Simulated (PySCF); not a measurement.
PH (charge +1, doublet)

```xyz
2

P     0.0000    0.0000   -0.0452
H     0.0000    0.0000    1.3898
```

Method: PBE0/def2-TZVPPD, non-relativistic Hamiltonian with scalar-relativistic core potentials where named, at a bond length of 1.435 Å in PySCF 2.14.0.

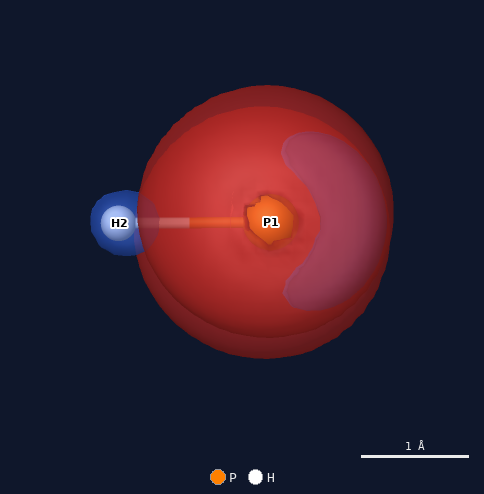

Figure 1. Isosurfaces of the spin density (α minus β) at +0.02 (red) and −0.02 e/Å³ (blue), seen from one side.

Which atoms carry the spin?

Answer. The unpaired spin (1 electron) lies mostly on P1 (about 1.0), in electrons by Hirshfeld's partition.

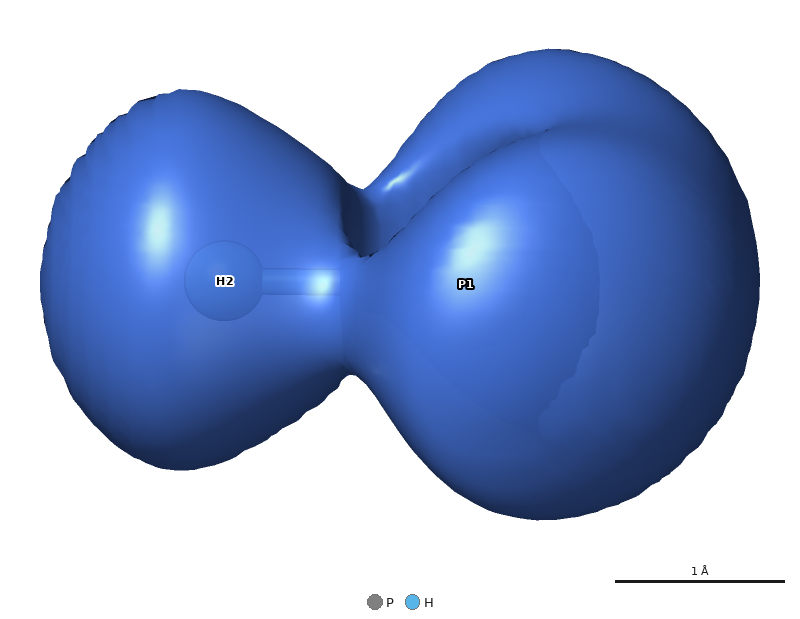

Figure 2. Isosurface of the ELF at 0.8 (blue), seen from one side. Core shells and regions of very low density are left out.

Where are the electrons localised?

Answer. The ELF exceeds this value in one joined region spread over several atoms (H, P), in which their bonds and any lone pairs are merged. Along the contacts the grid gives the following. P–H (1.43 Å): the ELF climbs to about 1 towards the hydrogen, as it does in any bond to H.
